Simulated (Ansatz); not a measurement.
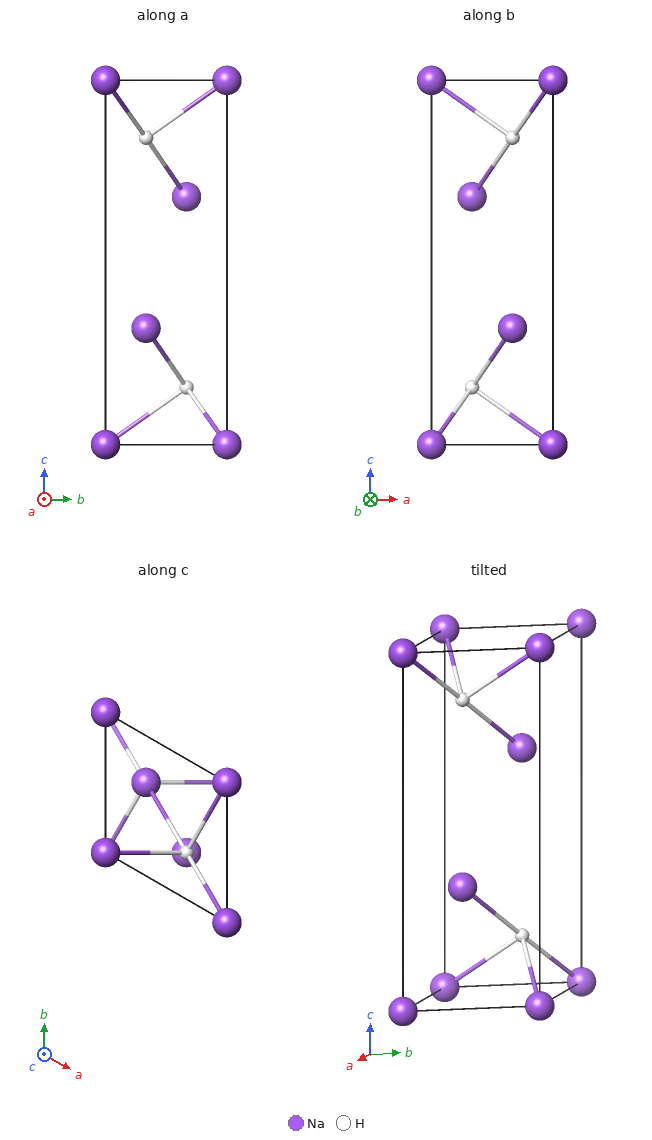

Ball-and-stick drawing of the structure, looking along the a axis, along the b axis, along the c axis and slightly off an axis. One conventional unit cell is outlined, and atoms on its boundary appear in each equivalent place.

Lattice parameters: a = 3.440 Å, b = 3.440 Å, c = 8.936 Å, α = 90.00°, β = 90.00°, γ = 120.00°. Put a along x and b in the xy plane.

### Convert the drawing into a POSCAR file, with free fractional coordinates to two decimals.

```
Na H
1.0
     3.440    0.000    0.000
    -1.720    2.979    0.000
     0.000    0.000    8.936
Na H
3 2
Direct
  0.00 0.00 0.00
  0.3333 0.6667 0.68
  0.6667 0.3333 0.32
  0.3333 0.6667 0.16
  0.6667 0.3333 0.84
```

The structure was taken from a textbook structure type filled with these elements (whether it is the usual form wasn't checked). It is drawn as it came out of a relaxation with Ansatz 0.2.0, DFT PBE, scalar-relativistic, plane waves, PAW.
